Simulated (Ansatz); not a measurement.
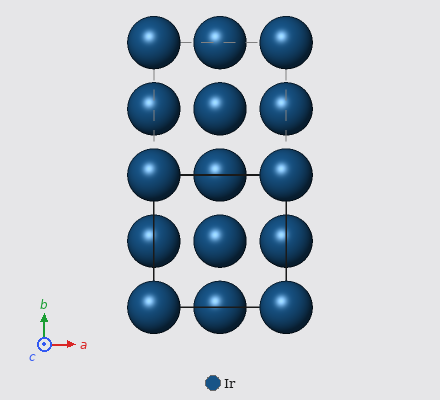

Ir (Fm-3m, No. 225): a calculation's starting geometry.

```xyz
4
Lattice="3.8400 0.0000 0.0000 0.0000 3.8400 0.0000 0.0000 0.0000 3.8400" Properties=species:S:1:pos:R:3 pbc="T T T"
Ir    0.0000    0.0000    0.0000
Ir    0.0000    1.9200    1.9200
Ir    1.9200    0.0000    1.9200
Ir    1.9200    1.9200    0.0000
```

**What will a HAADF-like image along [001] show? Simulation: incoherent imaging, intensity Z^1.7 per atom, probe width 1.02 Å, thin sample. The probe carries 25 % of its weight in a tail 2.5 times as wide. The display is stretched by a gamma of 0.8; percentages refer to the linear signal. Shot noise and a slight drift were added.**

The columns repeat on a square net with a repeat of 1.92 Å (plane group p4mm). All columns are alike (Ir). The shortest distance between visible columns is 1.92 Å in projection. Along the beam the structure repeats every 3.84 Å.

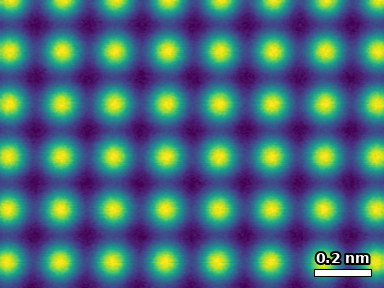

The simulated image.
